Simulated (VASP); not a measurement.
Band structure of Bi₂O₃ (space group Pm). Computed with LDA (Ceperley-Alder, Perdew-Zunger) with spin-orbit coupling, VASP's LDA PAW potentials (set 64) (plane waves; VASP).

The path is coarsely sampled, so an indirect gap can come out somewhat too large.

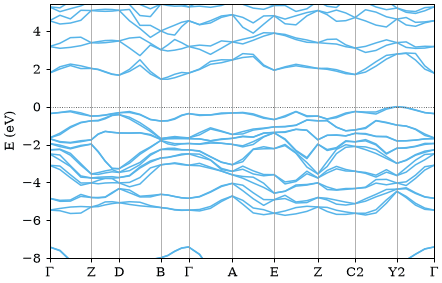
Bands along high-symmetry lines, zero at the valence-band maximum or, without a gap, the Fermi level

Read the plot: is there a gap, and where are the band edges?

The gap is indirect, 1.45 eV, from the valence maximum at Y2 to the conduction minimum at B-Γ at 0.25.

The structure comes from a computed database's Bi2O3 entry (Pm); how it stands against other phases isn't given here. It was relaxed first, which changed the volume by -5 %.
